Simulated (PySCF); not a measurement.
Molecule: SMILES O(C)[Si](B(O)O)(C)OC. Atoms near the plane z = 0.0 Å, at the GFN2-xTB optimised geometry (x, y, z in Å): Si1 (-0.6, -1.6, 0.0), O3 (-1.0, 0.0, 0.0), C4 (-2.3, 0.6, 0.1), O5 (1.0, -1.6, 0.0), C6 (1.9, -1.0, -0.9), H13 (-2.1, 1.6, 0.2), H14 (-2.9, 0.3, -0.7), H15 (-2.8, 0.2, 1.0), H16 (2.9, -1.1, -0.5), H17 (1.6, 0.0, -1.1).

Level of theory: PBE0/def2-SVP (PySCF 2.14.0). Cells within 0.4 Å of a nucleus heavier than hydrogen are left out (blank, or x). The values are rescaled to run from 0 to 1.

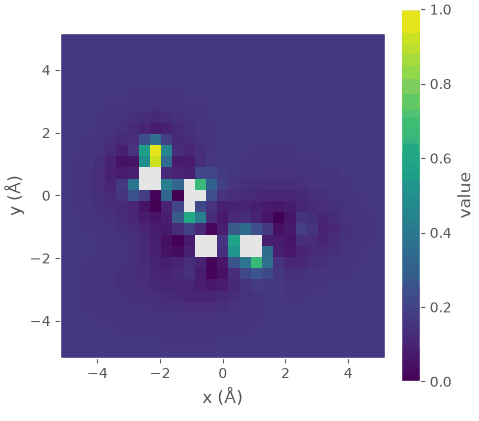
a field on the plane z = 0.0 Å.

### Question
Which quantity is mapped?
A. log10 of the electron density
B. deformation density (molecule minus spherical neutral atoms)
C. electron localisation function
D. an orbital amplitude

### Answer
B, deformation density (molecule minus spherical neutral atoms). In full: deformation density (molecule minus spherical neutral atoms) (e/bohr³).
